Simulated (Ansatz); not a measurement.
**Run report: AlPH5OF, geometry relaxation (part 2 of 2)**

AlPH5OF; RKS BHLYP-D4/6-31G* (Ansatz 0.2.0). The input holds or restrains some coordinates. Forces given for the steps count only the free coordinates. It belongs to a series of runs on one base structure; here: pulled along the bonds that form and break, towards end B.

Geometry of the input (Å):
```
Al 0.0000  0.0000  0.0000
O  0.0000  0.0000  2.1300
H  -0.9095  -0.2814  2.4671
H  1.3510  0.0000  -0.7800
F  -1.4635  0.0000  -0.8450
P  0.1156  2.4456  0.8135
H  0.6761  2.4854  2.1176
H  0.9270  3.2022  -0.0729
H  0.0596  1.2596  1.9613
```

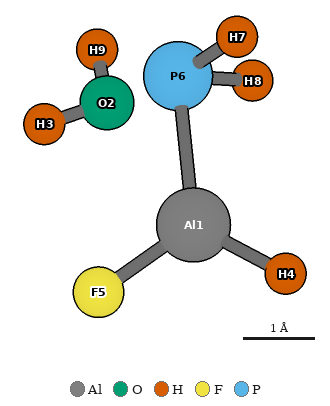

**Figure 1.** The geometry at step 11 of the log (ball-and-stick view, seen at a tilt; atoms are numbered from 1 in the order of the input).

Trajectory as extended XYZ (Å, eV, eV/Å), 21 frames, from step=1 to step=21:
```
9
Properties=species:S:1:pos:R:3:forces:R:3 step=1 energy=-20727.34352
Al    0.0000    0.0000    0.0000   -0.3973   2.8576   0.9368
O     0.0000    0.0000    2.1300   -2.1714   1.1504  -1.3078
H    -0.9095   -0.2814    2.4671    1.8632   0.7960  -0.4330
H     1.3510    0.0000   -0.7800    0.0263  -1.0187   0.0308
F    -1.4635    0.0000   -0.8450    1.0458  -0.7225   1.0494
P     0.1156    2.4456    0.8135   -1.9272   1.5841  -1.8325
H     0.6761    2.4854    2.1176    0.7096   0.5551  -0.1022
H     0.9270    3.2022   -0.0729    0.5999  -0.5096   0.8454
H     0.0596    1.2596    1.9613    0.2512  -4.6923   0.8131
9
Properties=species:S:1:pos:R:3:forces:R:3 step=2 energy=-20728.27448
Al    0.0106    0.0943   -0.1019   -0.3379   3.0156   1.2091
O    -0.0012    0.0096    2.2612   -0.5590   2.2908  -2.1599
H    -0.9116   -0.2793    2.4718    0.6391   0.7521   0.1631
H     1.3577   -0.0089   -0.7863    0.6244  -1.1683  -0.3806
F    -1.4708   -0.0069   -0.8474    0.4871  -0.7377   0.5897
P     0.0991    2.4954    0.7013   -2.0582  -0.5317   1.1155
H     0.6725    2.4902    2.0927    0.0725   0.3173  -1.6322
H     0.9441    3.2089   -0.0792    1.4664   0.4182  -0.2403
H     0.0558    1.1081    2.0793   -0.3345  -4.3563   1.3355
9
Properties=species:S:1:pos:R:3:forces:R:3 step=3 energy=-20728.79437
Al    0.0169    0.2103   -0.2142   -0.0644   2.6326   1.2496
O     0.0020    0.0143    2.3810   -0.1430  -0.6933  -1.4380
H    -0.9140   -0.2709    2.4788    0.1340   0.5210   0.3119
H     1.3710   -0.0256   -0.7954    0.9337  -1.2303  -0.5923
F    -1.4759   -0.0177   -0.8473   -0.0574  -0.7079   0.1932
P     0.0736    2.5207    0.6021   -2.0558  -0.9985   2.8455
H     0.6679    2.4915    2.0595   -0.3786   0.2314  -2.4783
H     0.9671    3.2193   -0.0890    1.9302   0.7681  -0.7893
H     0.0477    0.9696    2.2159   -0.2988  -0.5231   0.6977
9
Properties=species:S:1:pos:R:3:forces:R:3 step=4 energy=-20729.26375
Al    0.0242    0.3734   -0.3199    0.1284   1.1158   0.6746
O    -0.0014   -0.0476    2.4950    0.0571  -0.9755  -1.0094
H    -0.9292   -0.2779    2.4955   -0.2260   0.1217   0.2987
H     1.3968   -0.0664   -0.8134    0.3766  -0.8761  -0.3851
F    -1.4789   -0.0412   -0.8416    0.2015  -0.4037   0.1720
P     0.0239    2.5576    0.5394   -1.1048   0.0897   2.7554
H     0.6520    2.4972    1.9763   -0.6159   0.0825  -2.4035
H     1.0132    3.2272   -0.1027    1.2405   0.2837  -0.4764
H     0.0558    0.8891    2.3630   -0.0575   0.5620   0.3737
9
Properties=species:S:1:pos:R:3:forces:R:3 step=5 energy=-20729.78377
Al    0.0611    0.5488   -0.3949   -0.2287  -0.6367   0.4959
O    -0.0147   -0.1271    2.4914   -0.0433   1.4295  -0.8114
H    -0.9623   -0.2819    2.5430    0.0909   0.0144   0.1329
H     1.4066   -0.1380   -0.8313   -0.1758  -0.1008  -0.1383
F    -1.4340   -0.0683   -0.7909    0.6455   0.0951   0.1167
P    -0.0675    2.6488    0.5574    0.1171   0.7624   0.9628
H     0.6283    2.4958    1.8463   -0.3973  -0.0403  -1.1071
H     1.0580    3.1768   -0.0962    0.1467   0.0395  -0.0369
H     0.0809    0.8565    2.4669   -0.1551  -1.5631   0.3855
9
Properties=species:S:1:pos:R:3:forces:R:3 step=6 energy=-20729.88569
Al    0.1061    0.5904   -0.4065    0.1463  -0.5564   0.4944
O    -0.0626   -0.1208    2.4536   -1.2028   1.0750  -0.1892
H    -0.9890   -0.3055    2.7347    1.2180   0.1456  -0.4076
H     1.3976   -0.1244   -0.9379    0.0190   0.0180  -0.0265
F    -1.3444   -0.0803   -0.7700   -0.2009  -0.1585  -0.1033
P    -0.0724    2.6709    0.5661    0.0958   0.6893   0.2190
H     0.6640    2.4184    1.7611   -0.0543  -0.0052  -0.2638
H     1.0588    3.2033   -0.0863    0.0099   0.0814  -0.0374
H    -0.0019    0.8593    2.4768   -0.0310  -1.2891   0.3143
9
Properties=species:S:1:pos:R:3:forces:R:3 step=7 energy=-20729.88001
Al    0.1026    0.5778   -0.4086    0.0430  -0.4968   0.3700
O    -0.0392   -0.0501    2.4757   -1.4413   1.4516  -0.1084
H    -0.9377   -0.3903    2.7003    1.2252   0.4253  -0.2906
H     1.3901   -0.1254   -0.9696   -0.0061  -0.0168   0.0183
F    -1.3552   -0.0742   -0.8089   -0.0021  -0.1024   0.0174
P    -0.0572    2.6531    0.5741    0.1459   0.7263   0.1482
H     0.7094    2.3757    1.7385   -0.0100  -0.0082  -0.2034
H     1.0614    3.2046   -0.0908   -0.0747   0.0526  -0.0379
H    -0.1179    0.9404    2.5809    0.1202  -2.0316   0.0864
9
Properties=species:S:1:pos:R:3:forces:R:3 step=8 energy=-20729.91967
Al    0.1137    0.6009   -0.4141   -0.1489  -0.6588   0.4829
O    -0.0542   -0.0349    2.4705   -1.1040   1.0362  -0.2923
H    -0.9067   -0.4615    2.6839    0.7951   0.3460  -0.2127
H     1.3907   -0.1208   -0.9708   -0.0038  -0.0040  -0.0535
F    -1.3582   -0.0945   -0.7008    0.1773   0.0044  -0.0226
P    -0.0280    2.6739    0.5717    0.1862   0.7216   0.2019
H     0.7636    2.3843    1.7203   -0.0730  -0.0426  -0.2524
H     1.0757    3.2322   -0.1084   -0.0550   0.0719  -0.0586
H    -0.2403    0.9317    2.5393    0.2262  -1.4747   0.2075
9
Properties=species:S:1:pos:R:3:forces:R:3 step=9 energy=-20729.98002
Al    0.1388    0.6025   -0.3846   -0.1556  -0.6384   0.2811
O    -0.1175   -0.0411    2.4937   -0.4034   0.9541  -0.4675
H    -0.9584   -0.4765    2.6759    0.2455   0.1154  -0.0838
H     1.4070   -0.1040   -0.9834    0.0192   0.0019   0.0141
F    -1.3196   -0.1132   -0.6884    0.1324   0.0253   0.0123
P     0.0002    2.6601    0.6288    0.2816   0.6631   0.1460
H     0.9456    2.3489    1.6471   -0.0591   0.0123  -0.2082
H     0.9661    3.3195   -0.1767   -0.1722  -0.0685   0.0878
H    -0.3059    0.9151    2.5791    0.1117  -1.0653   0.2183
9
Properties=species:S:1:pos:R:3:forces:R:3 step=10 energy=-20730.00816
Al    0.1451    0.5954   -0.3958   -0.1103  -0.5635   0.3057
O    -0.1344   -0.0086    2.4890   -0.2596   0.8633  -0.3858
H    -0.9658   -0.4583    2.6599    0.0813  -0.0096  -0.0441
H     1.4182   -0.1089   -0.9863    0.0292  -0.0038   0.0163
F    -1.3053   -0.1193   -0.7268    0.0656   0.0001   0.0010
P     0.0089    2.6263    0.6672    0.1927   0.6106   0.1362
H     1.0237    2.3099    1.6084   -0.0191   0.0024  -0.1515
H     0.8949    3.3414   -0.1740   -0.1135  -0.0113   0.0349
H    -0.3290    0.9335    2.6500    0.1337  -0.8881   0.0872
9
Properties=species:S:1:pos:R:3:forces:R:3 step=11 energy=-20730.02714
Al    0.1602    0.5957   -0.3941   -0.0986  -0.5141   0.2990
O    -0.1821   -0.0002    2.4890   -0.2106   1.2018  -0.1626
H    -1.0153   -0.4501    2.6412    0.0109  -0.0415  -0.0496
H     1.4405   -0.1077   -0.9719    0.0332   0.0103   0.0271
F    -1.2762   -0.1323   -0.7475   -0.0032   0.0048  -0.0176
P     0.0367    2.5955    0.7286    0.5313   0.5963   0.0822
H     1.1913    2.2712    1.5122   -0.2500   0.1182  -0.2619
H     0.7660    3.4036   -0.1959   -0.2133  -0.1844   0.2313
H    -0.3649    0.9358    2.7300    0.2004  -1.1915  -0.1479
9
Properties=species:S:1:pos:R:3:forces:R:3 step=12 energy=-20730.05721
Al    0.1660    0.5820   -0.3659   -0.0141  -0.4749   0.2764
O    -0.2126   -0.0256    2.5095   -0.1423   1.0269  -0.2535
H    -1.0571   -0.4734    2.5924    0.0149   0.0164  -0.0196
H     1.4522   -0.1278   -0.9210    0.0104  -0.0368   0.0156
F    -1.2789   -0.1148   -0.7458    0.0006   0.0169  -0.0023
P     0.0895    2.5743    0.7711    0.2719   0.6332   0.1475
H     1.3393    2.3522    1.4055   -0.1117  -0.0671  -0.0346
H     0.6603    3.4360   -0.1960   -0.1721  -0.0599  -0.0110
H    -0.4024    0.9085    2.7420    0.1423  -1.0548  -0.1185
9
Properties=species:S:1:pos:R:3:forces:R:3 step=13 energy=-20730.08739
Al    0.1941    0.5812   -0.3322   -0.1755  -0.4178   0.3162
O    -0.2370   -0.0636    2.5257   -0.1432   0.9576  -0.2903
H    -1.0835   -0.5122    2.5794    0.0163   0.0097  -0.0076
H     1.4752   -0.1893   -0.8171   -0.0403  -0.0441   0.0074
F    -1.2828   -0.0054   -0.7820    0.1169  -0.0206  -0.0155
P     0.1513    2.5658    0.8230    0.1934   0.4727   0.1009
H     1.4825    2.4152    1.2818   -0.0505   0.0299  -0.0323
H     0.4953    3.4480   -0.2254   -0.0657  -0.0098   0.0272
H    -0.4389    0.8716    2.7385    0.1486  -0.9776  -0.1061
9
Properties=species:S:1:pos:R:3:forces:R:3 step=14 energy=-20730.09834
Al    0.2102    0.5818   -0.3057   -0.2083  -0.5720   0.2487
O    -0.2693   -0.1145    2.5344   -0.1383   0.9934  -0.3419
H    -1.1293   -0.5377    2.5785    0.0235  -0.0095  -0.0041
H     1.4760   -0.2523   -0.7318   -0.0773   0.0013   0.0080
F    -1.2737    0.0473   -0.8108    0.2296   0.0763   0.0492
P     0.2209    2.5601    0.8598    0.4677   0.7776  -0.1357
H     1.6148    2.5102    1.1737   -0.3716   0.0333  -0.1436
H     0.3576    3.4860   -0.2266   -0.0651  -0.3381   0.3872
H    -0.4510    0.8306    2.7201    0.1398  -0.9623  -0.0676
9
Properties=species:S:1:pos:R:3:forces:R:3 step=15 energy=-20730.10484
Al    0.2461    0.5784   -0.2632   -0.4154  -0.4913   0.0710
O    -0.2977   -0.1364    2.5599   -0.1278   0.9961  -0.3905
H    -1.1624   -0.5503    2.5903    0.0108  -0.0250   0.0134
H     1.4865   -0.2831   -0.7039   -0.0336   0.0026   0.0768
F    -1.2371    0.1284   -0.8528    0.2537   0.0156   0.1184
P     0.2612    2.5554    0.9028    0.6371   0.6562  -0.1889
H     1.6882    2.5403    1.0369   -0.4524   0.1107  -0.0015
H     0.2452    3.4647   -0.2027   -0.0235  -0.3060   0.3459
H    -0.4737    0.8139    2.7243    0.1511  -0.9589  -0.0444
9
Properties=species:S:1:pos:R:3:forces:R:3 step=16 energy=-20730.09940
Al    0.2814    0.5982   -0.2734   -0.5482  -0.8190   0.2691
O    -0.3644   -0.2033    2.5061   -0.3794   1.1922  -0.1529
H    -1.2657   -0.5340    2.6299    0.4547   0.1455  -0.1341
H     1.4970   -0.3068   -0.6895    0.0092   0.0565  -0.0089
F    -1.2266    0.1115   -0.7733    0.3607   0.1851   0.0307
P     0.3314    2.5570    0.9212    0.6392   0.7504  -0.2261
H     1.7625    2.6722    0.9700   -0.5481  -0.0355  -0.0285
H     0.1707    3.4513   -0.1812   -0.0076  -0.2108   0.3385
H    -0.4301    0.7653    2.6818    0.0195  -1.2644  -0.0877
9
Properties=species:S:1:pos:R:3:forces:R:3 step=17 energy=-20730.10396
Al    0.2733    0.5479   -0.2615   -0.5078  -0.5387   0.0209
O    -0.3291   -0.1613    2.5526   -0.9910   0.8348  -0.2941
H    -1.2468   -0.5026    2.5321    0.9465   0.3650   0.0705
H     1.4872   -0.3524   -0.6873   -0.0185  -0.0353   0.0527
F    -1.2259    0.1503   -0.8737    0.4928   0.1258   0.2613
P     0.3504    2.5071    0.9311    0.2726   0.7144   0.0057
H     1.7571    2.7025    0.9546   -0.2315  -0.1206  -0.0274
H     0.1149    3.4226   -0.1238   -0.0396  -0.1046   0.1244
H    -0.4248    0.7973    2.7675    0.0765  -1.2408  -0.2140
9
Properties=species:S:1:pos:R:3:forces:R:3 step=18 energy=-20730.12914
Al    0.3355    0.5632   -0.2179    0.0296  -0.4282   0.4281
O    -0.3926   -0.2272    2.5431    0.2917   1.2760  -0.3687
H    -1.3085   -0.4899    2.4961   -0.2639  -0.1230   0.0053
H     1.5128   -0.3998   -0.6213   -0.0627   0.0291   0.0103
F    -1.1835    0.2729   -0.7662   -0.2214  -0.1733  -0.1567
P     0.4334    2.5226    0.9658    0.2793   0.5231  -0.0677
H     1.8162    2.7730    0.7801   -0.1964   0.0663   0.0169
H    -0.0333    3.3528   -0.0851    0.1060  -0.0532   0.1708
H    -0.4238    0.7439    2.6969    0.0377  -1.1168  -0.0383
9
Properties=species:S:1:pos:R:3:forces:R:3 step=19 energy=-20730.15411
Al    0.3499    0.5510   -0.2420   -0.3566  -0.4034   0.2948
O    -0.4260   -0.2363    2.5051   -0.0338   0.9982  -0.3151
H    -1.3594   -0.4493    2.5867    0.1210  -0.0332  -0.0188
H     1.4808   -0.4821   -0.5298    0.1538  -0.0648  -0.0255
F    -1.1191    0.2886   -0.9489    0.0548   0.0245   0.0596
P     0.5158    2.4906    0.9849    0.1025   0.4188   0.0609
H     1.8278    2.8774    0.6432   -0.0339  -0.0289   0.0078
H    -0.1408    3.3513    0.0835    0.0034   0.0072   0.0103
H    -0.3727    0.7203    2.7088   -0.0111  -0.9184  -0.0739
9
Properties=species:S:1:pos:R:3:forces:R:3 step=20 energy=-20730.15351
Al    0.3493    0.5507   -0.2405   -0.1962  -0.5081   0.2733
O    -0.4506   -0.2289    2.5029    0.3948   0.8262  -0.3909
H    -1.3797   -0.4495    2.5795   -0.0063   0.1733   0.0439
H     1.5098   -0.4585   -0.5544    0.0175   0.0227   0.0090
F    -1.1259    0.2663   -0.9194    0.0015   0.0047   0.0160
P     0.5187    2.4879    0.9814    0.0772   0.4250   0.1311
H     1.8305    2.8641    0.6366    0.0058   0.0019  -0.0115
H    -0.1391    3.3568    0.0899    0.0039   0.0071  -0.0042
H    -0.3567    0.7225    2.7157   -0.2983  -0.9528  -0.0667
9
Properties=species:S:1:pos:R:3:forces:R:3 step=21 energy=-20730.15467
Al    0.3442    0.5494   -0.2418   -0.1410  -0.5076   0.2796
O    -0.4560   -0.2388    2.4990    0.2210   1.0278  -0.3076
H    -1.3931   -0.4226    2.5788   -0.0119  -0.0137  -0.0096
H     1.5325   -0.4231   -0.5636   -0.0029  -0.0171  -0.0110
F    -1.1342    0.2397   -0.8994   -0.0109   0.0014  -0.0007
P     0.5252    2.4796    0.9832    0.0665   0.4975   0.1317
H     1.8334    2.8552    0.6230    0.0110  -0.0217   0.0016
H    -0.1332    3.3582    0.1015   -0.0211   0.0010   0.0038
H    -0.3625    0.7139    2.7109   -0.1106  -0.9677  -0.0878
```

Results in brief:

- outcome: converged under the restraints of the input
- total energy: −20730.1549 eV
- mean-field energy: −20729.9477 eV
- largest force (length of the vector) at the end, held atoms and coordinates included: 1.095 eV/Å
- hardware: 1 thread of Arm Neoverse V2, 24 GiB of memory available, shared host
- wall time: 70 s
- peak memory: 0.15 GiB
